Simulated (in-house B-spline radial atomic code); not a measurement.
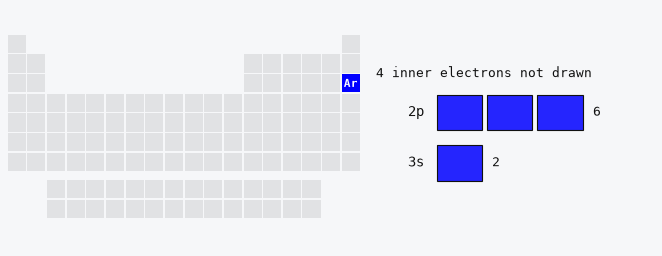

Figure 1. Left, the place of argon in the periodic table; right, the outer shells as the input fills them: a box for each of the 2l + 1 orbitals, shaded by the share of the shell that is filled, with the electron count at the right.

## Run report: Ar⁶⁺, RPA and GW calculation

Ar⁶⁺, configuration [Ne] 3s2. Computed at this level: RPA, second-order and SOSEX correlation energies and G0W0 (contour deformation) on a non-relativistic mean field, all electrons, B-spline basis (in-house B-spline radial atomic code).

### Input file
```
Z = 18
electrons = 12.0
configuration = [Ne] 3s2
hamiltonian = nr
method = pbeh
lmax = 9
exact_exchange_fraction = 0.7
spin_polarised = False
box_radius = 9.29
intervals = 47
ion_configuration = [Ne] 3s1
```

The run was one of a batch that the task file lists, launched with:
```bash
python <driver script> task.json out
```

The program writes its results to a structured record and prints no log; tables and figures of this report are taken from that record.

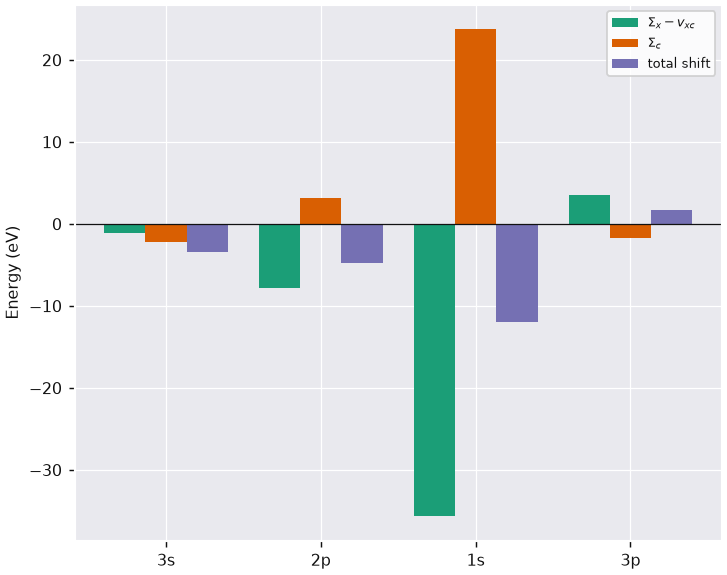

Figure 2. Parts of the G₀W₀ correction to each level for Ar⁶⁺ ([Ne] 3s²). All-electron spherical atom, non-relativistic, PBE with 70 % exact exchange start, no spin-orbit coupling, Breit or QED terms; computed with a B-spline radial code. The quasi-particle equation is solved at full frequency; levels of low quasi-particle weight Z are left out. Σ columns are in eV, and Σc holds an estimate for the angular momenta beyond the basis. G₀W₀ moves the highest occupied level, 3s, from −120.88 to −124.24 eV (renormalisation factor Z = 0.97). The empty level 3p goes from −93.28 to −91.53 eV.

| Level | Mean field (eV) | Σx − vxc (eV) | Σc (eV) | Z | G₀W₀ (eV) |
| --- | --- | --- | --- | --- | --- |
| 3s | −120.88 | −1.14 | −2.23 | 0.97 | −124.24 |
| 2p | −365.09 | −7.83 | 3.13 | 0.97 | −369.80 |
| 1s | −3310.58 | −35.67 | 23.76 | 0.93 | −3322.48 |
| 3p | −93.28 | 3.48 | −1.72 | 0.97 | −91.53 |

### Results in brief

| quantity | value |
| --- | --- |
| outcome | converged |
| mean-field total energy | −516.09369 hartree |
| total energy with exact exchange alone | −515.68076 hartree |
| exact exchange energy | −27.27015 hartree |
| RPA correlation, extrapolated in the angular momentum of the empty orbitals | −0.71240 hartree |
| RPA correlation, as summed | −0.70890 hartree |
| direct second-order term | −0.78321 hartree |
| second-order exchange term | 0.28370 hartree |
| SOSEX term | 0.26181 hartree |
| hardware | 1 CPU thread, shared host |
| wall time | 2.7 s |

### Notes

Limits: relativity is absent.
